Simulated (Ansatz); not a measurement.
# PNH₂ (singlet): one geometry, many settings

Aim: run PNH₂ (singlet) at one geometry under a spread of methods and options, and see what each costs and gives.

The runs use Ansatz 0.2.0, Gaussian basis; the settings change from run to run.

25 further runs of the same task are left out: 1 for a mislabelled method, 8 that didn't finish, 16 set aside as unsound or not needed.

## Step 1: The geometry

The geometry is a PBE0/def2-TZVP stationary point (not a proven minimum) of the parent state, kept for this charge and spin.

4 atoms, charge 0, spin multiplicity 1.

Atoms are counted from 1 here; the program's logs count them from 0.

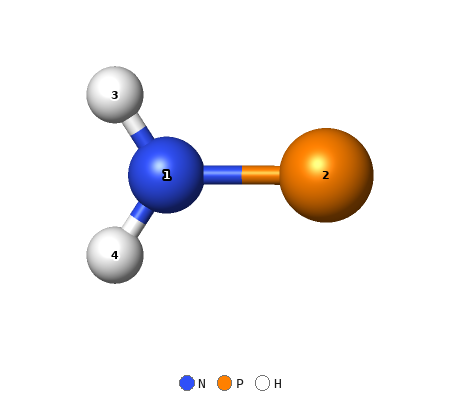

The geometry (nitrogen blue, phosphorus orange, hydrogen white); atoms are numbered from 1 in the order of the file.

## Step 2: NEVPT4(SD)(6,5)/6-31G

File in.yaml:

```yaml
crystal:
  periodic: [false, false, false]
  atoms:
    - {symbol: N, position_ang: [0.000000, 0.000000, 1.085170]}
    - {symbol: P, position_ang: [0.000000, 0.000000, -0.596692]}
    - {symbol: H, position_ang: [0.000000, 0.847233, 1.628141]}
    - {symbol: H, position_ang: [0.000000, -0.847233, 1.628141]}
basis:
  gaussian: {orbitals: 6-31G, fitting: {mean_field: def2-universal-jkfit}, point_charges: [{charge: -1.00, position_ang: [4.711, -0.905, -0.005]}]}
hamiltonian: {pseudopotentials: {relativity: none}}
correlation: {method: fic_nevpt4_sd, electrons: all, active_space: {window: {electrons: 6, orbitals: 5}}}
scf: {lower_state_search: light}
```

Launch:

```console
$ ansatz run in.yaml --threads 1 --pin off --events-out ev --progress --plain --max-ram 2393MiB
```

Output:

```text
Functional definition: HF
  name "HF"
  cite "Fock, Z. Phys. 61, 126 (1930) doi:10.1007/BF01340294"
  parent pbe
  exchange = exact_x
  correlation = 0
241 factors; integrals over basis functions are off by at most 2.3e-2 eV
mean field evaluation 1: about -10781.4657 eV, gradient 1.6e1 eV
mean field evaluation 2: about -10781.9807 eV, gradient 7.1e0 eV
mean field evaluation 4: about -10782.1105 eV, gradient 3.0e-1 eV
mean field -10782.11188267 eV, -396.2353033103 hartree, gradient 8.7e-7 eV, S^2 0.000000; 0 other end points of the search recorded, 0 dependent functions left out; unrestricted orbitals would lower it
reference -10782.11188267 eV, -396.2353033103 hartree; 12, 12 occupied and 14, 14 virtual orbitals, 241 factors
state -10783.60854720 eV, -396.2903047173 hartree
state -10783.60854720 eV, -396.2903047173 hartree; corrected -10787.07246990 eV, -396.4176015285 hartree
Total energy: -10787.07246990 eV, -396.4176015285 hartree
```

It took 0.3 s on 1 thread of Intel Xeon 6975P-C, shared host.

From the report: 100 determinants; active occupations 1.99, 1.97, 1.95, 0.05, 0.03.

## Step 3: HF/cc-pVDZ

File in.yaml:

```yaml
crystal:
  periodic: [false, false, false]
  atoms:
    - {symbol: N, position_ang: [0.000000, 0.000000, 1.085170]}
    - {symbol: P, position_ang: [0.000000, 0.000000, -0.596692]}
    - {symbol: H, position_ang: [0.000000, 0.847233, 1.628141]}
    - {symbol: H, position_ang: [0.000000, -0.847233, 1.628141]}
basis:
  gaussian: {orbitals: cc-pVDZ, fitting: {mean_field: def2-universal-jkfit}}
magnetization: {spin_polarized: true, initial_magnetization: 0}
hamiltonian: {xc: hf}
output: {forces: true, orbitals: {seedname: orbitals}}
```

The command is unchanged.

Output (excerpt; [...] marks lines left out):

```text
Functional definition: HF
  name "HF"
  cite "Fock, Z. Phys. 61, 126 (1930) doi:10.1007/BF01340294"
  parent pbe
[...]
241 factors; integrals over basis functions are off by at most 1.9e-1 eV
[...]
mean field -10784.31062803 eV, -396.3161057118 hartree, gradient 1.1e-6 eV, S^2 0.871346; 5 other end points of the search recorded, 0 dependent functions left out
[...]
reference -10784.31062803 eV, -396.3161057118 hartree; 12, 12 occupied and 30, 30 virtual orbitals, 241 factors
Total energy: -10784.31062803 eV, -396.3161057118 hartree
Atom 0 at     0.000000     0.000000     1.085170 Å, force     0.000000    -0.000000     0.016091 eV/Å
Atom 1 at     0.000000     0.000000    -0.596692 Å, force    -0.000000    -0.000000     0.178994 eV/Å
Atom 2 at     0.000000     0.847233     1.628141 Å, force    -0.000000    -0.235235    -0.097542 eV/Å
Atom 3 at     0.000000    -0.847233     1.628141 Å, force     0.000000     0.235235    -0.097542 eV/Å
Dipole moment:    -0.000000     0.000000     0.393354 e Å
```

It took 0.33 s on 1 thread of Intel Xeon 6975P-C, shared host.

From the report: ⟨S²⟩ of the determinant 0.871 (pure singlet: 0.00). The determinant is far from a pure spin state, so its energy mixes those of several spin states (harmless only where they are near-degenerate, as at dissociation).

## Step 4: MP2 on RHF/STO-3G

File in.yaml:

```yaml
crystal:
  periodic: [false, false, false]
  atoms:
    - {symbol: N, position_ang: [0.000000, 0.000000, 1.085170]}
    - {symbol: P, position_ang: [0.000000, 0.000000, -0.596692]}
    - {symbol: H, position_ang: [0.000000, 0.847233, 1.628141]}
    - {symbol: H, position_ang: [0.000000, -0.847233, 1.628141]}
basis:
  gaussian: {orbitals: STO-3G}
magnetization: {spin_polarized: false}
correlation: {method: mp2, electrons: all}
scf: {lower_state_search: off}
```

Launched as before.

Output:

```text
Functional definition: HF
  name "HF"
  cite "Fock, Z. Phys. 61, 126 (1930) doi:10.1007/BF01340294"
  parent pbe
  exchange = exact_x
  correlation = 0
these checks for a lower state are left out or cut short: stability, starts, cluster_reference, orbital_swaps, neighbouring_geometries, increment
186 factors; integrals over basis functions are off by at most 1.7e-5 eV
mean field evaluation 1: about -10658.6838 eV, gradient 9.3e0 eV
mean field evaluation 2: about -10658.7276 eV, gradient 9.3e0 eV
mean field evaluation 4: about -10659.2676 eV, gradient 1.1e0 eV
mean field evaluation 8: about -10659.2833 eV, gradient 8.0e-3 eV
mean field -10659.28332550 eV, -391.7214370903 hartree, gradient 5.8e-7 eV, S^2 0.000000; 0 other end points of the search recorded, 0 dependent functions left out
reference -10659.28332550 eV, -391.7214370903 hartree; 12, 12 occupied and 4, 4 virtual orbitals, 186 factors
second order -2.10576693 eV of doubles, -0.00000000 eV of singles
Total energy: -10661.38909242 eV, -391.7988225975 hartree
Checks for a lower state left out: stability, starts, cluster_reference, orbital_swaps, neighbouring_geometries, increment
```

Wall time 0.06 s (1 thread of Intel Xeon 6975P-C, shared host).

## Step 5: MP2 on RHF/cc-pVDZ

Edit in.yaml of step 4 so:

```diff
@@ -8,5 +8,4 @@
 basis:
-  gaussian: {orbitals: STO-3G}
+  gaussian: {orbitals: cc-pVDZ}
 magnetization: {spin_polarized: false}
 correlation: {method: mp2, electrons: all}
-scf: {lower_state_search: off}
```

Same command.

Output:

```text
Functional definition: HF
  name "HF"
  cite "Fock, Z. Phys. 61, 126 (1930) doi:10.1007/BF01340294"
  parent pbe
  exchange = exact_x
  correlation = 0
414 factors; integrals over basis functions are off by at most 1.4e-3 eV
mean field evaluation 1: about -10782.9411 eV, gradient 1.9e1 eV
mean field evaluation 2: about -10782.9431 eV, gradient 1.9e1 eV
mean field evaluation 4: about -10783.7734 eV, gradient 2.6e0 eV
mean field evaluation 8: about -10783.7930 eV, gradient 2.0e-3 eV
mean field -10783.79298824 eV, -396.2970828004 hartree, gradient 1.6e-6 eV, S^2 0.000000; 0 other end points of the search recorded, 0 dependent functions left out; unrestricted orbitals would lower it
mean field evaluation 16: about -10784.3117 eV, gradient 3.3e-2 eV
reference -10783.79298824 eV, -396.2970828004 hartree; 12, 12 occupied and 30, 30 virtual orbitals, 414 factors
second order -7.72010783 eV of doubles, -0.00000000 eV of singles
Total energy: -10791.51309607 eV, -396.5807915302 hartree
```

It took 0.18 s on 1 thread of Intel Xeon 6975P-C, shared host.

## Step 6: CCSD(T) on RHF/6-31G

Edit in.yaml of step 5 so:

```diff
@@ -8,4 +8,5 @@
 basis:
-  gaussian: {orbitals: cc-pVDZ}
+  gaussian: {orbitals: 6-31G}
 magnetization: {spin_polarized: false}
-correlation: {method: mp2, electrons: all}
+correlation: {method: ccsd_t, electrons: all, diis_vectors: 1}
+output: {forces: true}
```

The command is unchanged.

Output (excerpt; [...] marks lines left out):

```text
Functional definition: HF
  name "HF"
  cite "Fock, Z. Phys. 61, 126 (1930) doi:10.1007/BF01340294"
  parent pbe
[...]
336 factors; integrals over basis functions are off by at most 2.4e-4 eV
[...]
mean field -10782.06742171 eV, -396.2336694002 hartree, gradient 6.3e-6 eV, S^2 0.000000; 1 other end points of the search recorded, 0 dependent functions left out; unrestricted orbitals would lower it
determinant -10782.06742171 eV, -396.2336694002 hartree, with singles and doubles -10787.01339766 eV, -396.4154306637 hartree
determinant -10779.86330573 eV, -396.1526696317 hartree, with singles and doubles -10784.30394396 eV, -396.3158600767 hartree
reference -10782.06742171 eV, -396.2336694002 hartree; 12, 12 occupied and 14, 14 virtual orbitals, 336 factors
second order -4.50887347 eV of doubles, -0.00000000 eV of singles
cycle   1  -4.94525798 eV  change    7.2e-4 eV  update   8.1e-4
[...]
cycle  12  -4.94500540 eV  change   -3.5e-7 eV  update   8.8e-7
perturbative correction -0.13516590 eV, -0.0049672551 hartree
[...]
Total energy: -10787.14759301 eV, -396.4203622520 hartree
Atom 0 at     0.000000     0.000000     1.085170 Å, force    -0.000000    -0.000000     0.621761 eV/Å
Atom 1 at     0.000000     0.000000    -0.596692 Å, force     0.000000    -0.000000    -1.421799 eV/Å
Atom 2 at     0.000000     0.847233     1.628141 Å, force     0.000000     0.422290     0.400019 eV/Å
Atom 3 at     0.000000    -0.847233     1.628141 Å, force     0.000000    -0.422290     0.400019 eV/Å
Dipole moment:    -0.000000     0.000000     0.610581 e Å
```

Wall time 0.54 s (1 thread of Intel Xeon 6975P-C, shared host).

From the report: correlation -5.0802 eV; T1 0.017; largest double amplitude 0.09.

## Step 7: MRCISD+Q(relaxed)(4,3)/6-31G

Edit in.yaml of step 6 so:

```diff
@@ -9,4 +9,3 @@
   gaussian: {orbitals: 6-31G}
-magnetization: {spin_polarized: false}
-correlation: {method: ccsd_t, electrons: all, diis_vectors: 1}
-output: {forces: true}
+hamiltonian: {pseudopotentials: {relativity: none}}
+correlation: {method: fic_mrcisd_q_relaxed, electrons: valence, active_space: {window: {electrons: 4, orbitals: 3}}}
```

Same command.

Output (excerpt; [...] marks lines left out):

```text
Functional definition: HF
  name "HF"
  cite "Fock, Z. Phys. 61, 126 (1930) doi:10.1007/BF01340294"
  parent pbe
[...]
336 factors; integrals over basis functions are off by at most 2.4e-4 eV
[...]
mean field -10782.06742171 eV, -396.2336694002 hartree, gradient 6.3e-6 eV, S^2 0.000000; 0 other end points of the search recorded, 0 dependent functions left out; unrestricted orbitals would lower it
reference -10782.06742171 eV, -396.2336694002 hartree; 12, 12 occupied and 14, 14 virtual orbitals, 336 factors
state -10782.62043030 eV, -396.2539920911 hartree
contracted CI cycle   1: correlation 0.00000000 eV, 0.0000000000 hartree, residual 1.70e1 eV
contracted CI cycle   2: correlation -3.78930941 eV, -0.1392545523 hartree, residual 3.94e0 eV
contracted CI cycle   3: correlation -4.04239892 eV, -0.1485554202 hartree, residual 1.29e0 eV
contracted CI cycle   4: correlation -4.07459047 eV, -0.1497384381 hartree, residual 3.90e-1 eV
contracted CI cycle   5: correlation -4.07798401 eV, -0.1498631482 hartree, residual 1.79e-1 eV
contracted CI cycle   6: correlation -4.07884091 eV, -0.1498946388 hartree, residual 1.25e-1 eV
contracted CI cycle   7: correlation -4.07935733 eV, -0.1499136170 hartree, residual 8.92e-2 eV
contracted CI cycle   8: correlation -4.07959756 eV, -0.1499224449 hartree, residual 4.55e-2 eV
contracted CI cycle   9: correlation -4.07965013 eV, -0.1499243771 hartree, residual 1.82e-2 eV
contracted CI cycle  10: correlation -4.07965790 eV, -0.1499246627 hartree, residual 7.95e-3 eV
contracted CI cycle  11: correlation -4.07965912 eV, -0.1499247072 hartree, residual 3.22e-3 eV
contracted CI cycle  12: correlation -4.07965933 eV, -0.1499247150 hartree, residual 1.19e-3 eV
state -10782.62043030 eV, -396.2539920911 hartree; corrected -10786.98847761 eV, -396.4145148687 hartree
Total energy: -10786.98847761 eV, -396.4145148687 hartree
```

It took 0.45 s on 1 thread of Intel Xeon 6975P-C, shared host.

From the report: 5 determinants; active occupations 1.99, 1.95, 0.05.

## Step 8: CCSD on UHF/STO-3G

File in.yaml:

```yaml
crystal:
  periodic: [false, false, false]
  atoms:
    - {symbol: N, position_ang: [0.000000, 0.000000, 1.085170]}
    - {symbol: P, position_ang: [0.000000, 0.000000, -0.596692]}
    - {symbol: H, position_ang: [0.000000, 0.847233, 1.628141]}
    - {symbol: H, position_ang: [0.000000, -0.847233, 1.628141]}
basis:
  gaussian: {orbitals: STO-3G}
magnetization: {spin_polarized: true, initial_magnetization: 0}
correlation: {method: ccsd, electrons: valence}
accuracy: high
```

Same command.

Output (excerpt; [...] marks lines left out):

```text
Functional definition: HF
  name "HF"
  cite "Fock, Z. Phys. 61, 126 (1930) doi:10.1007/BF01340294"
  parent pbe
[...]
265 factors; integrals over basis functions are off by at most 1.1e-8 eV
[...]
mean field -10659.91667127 eV, -391.7447121180 hartree, gradient 4.8e-8 eV, S^2 0.881652; 11 other end points of the search recorded, 0 dependent functions left out
determinant -10659.91667127 eV, -391.7447121180 hartree, with singles and doubles -10662.21191618 eV, -391.8290608129 hartree
determinant -10659.78990067 eV, -391.7400533843 hartree, with singles and doubles -10662.17578398 eV, -391.8277329790 hartree
determinant -10659.91667127 eV, -391.7447121180 hartree, with singles and doubles -10662.38414153 eV, -391.8353899776 hartree
determinant -10659.78990067 eV, -391.7400533843 hartree, with singles and doubles -10662.37195356 eV, -391.8349420780 hartree
determinant -10659.28339060 eV, -391.7214394827 hartree, with singles and doubles -10661.93223918 eV, -391.8187828726 hartree
determinant -10657.21448560 eV, -391.6454086263 hartree, with singles and doubles -10659.23197983 eV, -391.7195501719 hartree
6 core orbitals not correlated: weight in the atoms' cores, before any rotation towards them, 1.000 or more for the frozen orbitals, at most 0.000 for the correlated occupied ones
reference -10659.91667127 eV, -391.7447121180 hartree; 6, 6 occupied and 4, 4 virtual orbitals, 265 factors
second order -1.65652495 eV of doubles, -0.00000000 eV of singles
cycle   1  -2.46746998 eV  change    2.8e-7 eV  update   2.2e-6
[...]
cycle  22  -2.46747243 eV  change   6.0e-10 eV  update   1.1e-9
WARN: the results are in doubt because among natural orbitals full CI differs from the method by +0.509 eV
Total energy: -10662.38414370 eV, -391.8353900574 hartree
In doubt: among natural orbitals full CI differs from the method by +0.509 eV
```

Run time: 0.45 s. Hardware: 1 thread of Intel Xeon 6975P-C, shared host.

From the report: ⟨S²⟩ of the determinant 0.882 (pure singlet: 0.00); correlation -2.4675 eV; T1 0.049; largest double amplitude 0.62. The determinant is far from a pure spin state, so its energy mixes those of several spin states (harmless only where they are near-degenerate, as at dissociation). Mind the lines of doubt at the end of the log.

## Step 9: CCSD(T)/cc-pVDZ

Edit in.yaml of step 8 so:

```diff
@@ -8,5 +8,5 @@
 basis:
-  gaussian: {orbitals: STO-3G}
+  gaussian: {orbitals: cc-pVDZ}
 magnetization: {spin_polarized: true, initial_magnetization: 0}
-correlation: {method: ccsd, electrons: valence}
-accuracy: high
+hamiltonian: {xc: {name: PBE0}, pseudopotentials: {relativity: scalar}}
+correlation: {method: ccsd_t, electrons: outside_noble_gas}
```

The command is unchanged.

Output (excerpt; [...] marks lines left out):

```text
Functional definition: PBE0
  name "PBE0"
  cite "Adamo & Barone, J. Chem. Phys. 110, 6158 (1999) doi:10.1063/1.478522"
  cite "Perdew, Burke & Ernzerhof, Phys. Rev. Lett. 77, 3865 (1996) doi:10.1103/PhysRevLett.77.3865"
  parent pbe
[...]
414 factors; integrals over basis functions are off by at most 1.4e-3 eV
[...]
mean field -10825.03598726 eV, -397.8127350588 hartree, gradient 8.0e-7 eV, S^2 0.674630; 7 other end points of the search recorded, 0 dependent functions left out
6 core orbitals not correlated: weight in the atoms' cores, before any rotation towards them, 1.000 or more for the frozen orbitals, at most 0.000 for the correlated occupied ones
reference -10804.55428811 eV, -397.0600464980 hartree; 6, 6 occupied and 30, 30 virtual orbitals, 414 factors
second order -7.39613606 eV of doubles, -0.18350252 eV of singles
cycle   1  -7.68637358 eV  change   -1.1e-1 eV  update   8.4e-2
[...]
cycle  14  -8.00847209 eV  change   -8.4e-6 eV  update   1.2e-5
perturbative correction -0.26630230 eV, -0.0097864288 hartree
Total energy: -10812.82906249 eV, -397.3641388477 hartree
Relativity: scalar
```

It took 2.1 s on 1 thread of Intel Xeon 6975P-C, shared host.

From the report: ⟨S²⟩ of the determinant 0.675 (pure singlet: 0.00); correlation -8.2748 eV; T1 0.031; largest double amplitude 0.07. The determinant is far from a pure spin state, so its energy mixes those of several spin states (harmless only where they are near-degenerate, as at dissociation). The orbitals are Kohn-Sham ones, so correlation energy and T1 don't compare with those on Hartree-Fock orbitals.

## Step 10: NEVPT2(6,4)/STO-3G

File in.yaml:

```yaml
crystal:
  periodic: [false, false, false]
  atoms:
    - {symbol: N, position_ang: [0.000000, 0.000000, 1.085170]}
    - {symbol: P, position_ang: [0.000000, 0.000000, -0.596692]}
    - {symbol: H, position_ang: [0.000000, 0.847233, 1.628141]}
    - {symbol: H, position_ang: [0.000000, -0.847233, 1.628141]}
basis:
  gaussian: {orbitals: STO-3G}
correlation: {method: sc_nevpt2, electrons: outside_noble_gas, active_space: {window: {electrons: 6, orbitals: 4}}}
accuracy: high
```

Launched as before.

Output:

```text
Functional definition: HF
  name "HF"
  cite "Fock, Z. Phys. 61, 126 (1930) doi:10.1007/BF01340294"
  parent pbe
  exchange = exact_x
  correlation = 0
265 factors; integrals over basis functions are off by at most 1.1e-8 eV
mean field evaluation 1: about -10658.6778 eV, gradient 9.3e0 eV
mean field evaluation 2: about -10658.7274 eV, gradient 9.3e0 eV
mean field evaluation 4: about -10659.2677 eV, gradient 1.1e0 eV
mean field evaluation 8: about -10659.2834 eV, gradient 1.3e-2 eV
mean field -10659.28339060 eV, -391.7214394827 hartree, gradient 8.7e-8 eV, S^2 0.000000; 0 other end points of the search recorded, 0 dependent functions left out; unrestricted orbitals would lower it
reference -10659.28339060 eV, -391.7214394827 hartree; 12, 12 occupied and 4, 4 virtual orbitals, 265 factors
state -10659.79175118 eV, -391.7401213895 hartree
state -10659.79175118 eV, -391.7401213895 hartree; corrected -10661.55777190 eV, -391.8050214541 hartree
Total energy: -10661.55777190 eV, -391.8050214541 hartree
```

It took 0.12 s on 1 thread of Intel Xeon 6975P-C, shared host.

From the report: 6 determinants; active occupations 1.99, 1.98, 1.95, 0.08.

## Step 11: All runs side by side

 † marks a result that the program doubts.

| level | correlated | functions | energy (eV) | time |
| --- | --- | --- | --- | --- |
| NEVPT4(SD)(6,5)/6-31G (beside a point charge) | all | 26 | -10787.0725 | 0.3 s |
| HF/cc-pVDZ |  | 42 | -10784.3106 | 0.33 s |
| MP2 on RHF/STO-3G | all | 16 | -10661.3891 | 0.06 s |
| MP2 on RHF/cc-pVDZ | all | 42 | -10791.5131 | 0.18 s |
| CCSD(T) on RHF/6-31G | all | 26 | -10787.1476 | 0.54 s |
| MRCISD+Q(relaxed)(4,3)/6-31G | valence | 26 | -10786.9885 | 0.45 s |
| CCSD on UHF/STO-3G † | valence | 16 | -10662.3841 | 0.45 s |
| CCSD(T)/cc-pVDZ (on PBE0 orbitals, relativity set) | outside noble gas | 42 | -10812.8291 | 2.1 s |
| NEVPT2(6,4)/STO-3G | outside noble gas | 16 | -10661.5578 | 0.12 s |

## Step 12: Results

| quantity | value |
| --- | --- |
| runs | 9 |
| quickest | MP2 on RHF/STO-3G, 0.06 s |
| slowest | CCSD(T)/cc-pVDZ (on PBE0 orbitals, relativity set), 2.1 s |

In words: Total energies in different bases, with other cores or another treatment of relativity can't be set against each other. CCSD(T)/cc-pVDZ (on PBE0 orbitals, relativity set) took 35 times as long as MP2 on RHF/STO-3G; the jobs differ in more than the method.
